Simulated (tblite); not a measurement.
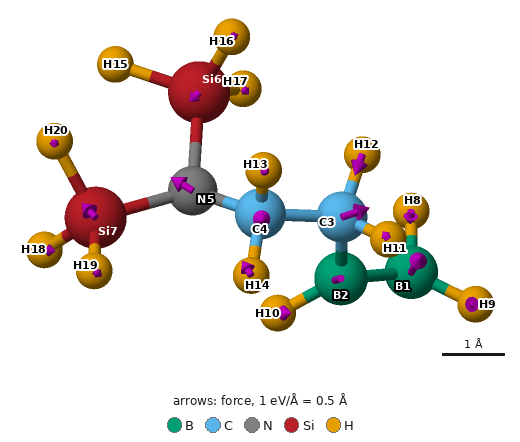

Starting geometry of C2H13B2NSi2 with the computed forces as purple arrows. Style: ball-and-stick. Shown at a tilt.

Theory: GFN2-xTB geometry optimisation, gas phase (tblite). 

### Is this structure relaxed? If not, where do the atoms go?

It isn't relaxed: the largest force vector, on B2, is 2.16 eV/Å. The final displacements have little in common with the starting forces (cosine between the two patterns 0.11). The atom that moves furthest after the best rigid fit is H18 (2.04 Å). Largest moves by element: H 2.04 Å, Si 0.96 Å, B 0.95 Å, N 0.59 Å, C 0.48 Å. Near-neighbour distances that change, for instance: B1–B2 1.679 → 1.622 Å, C3–C4 1.500 → 1.536 Å, N5–Si6 1.765 → 1.736 Å, C3–H12 1.120 → 1.093 Å. Bond angles that change, for instance: N5–Si7–H19 116.0° → 106.3°, Si6–N5–Si7 114.9° → 122.7°, B2–B1–H8 115.7° → 122.4°. Groups turn about B2–C3 by about 40°. Over 220 geometry steps the energy falls by 18.2 kcal/mol. The run took 3 s on 1 thread of Arm Neoverse N1 (shared host).
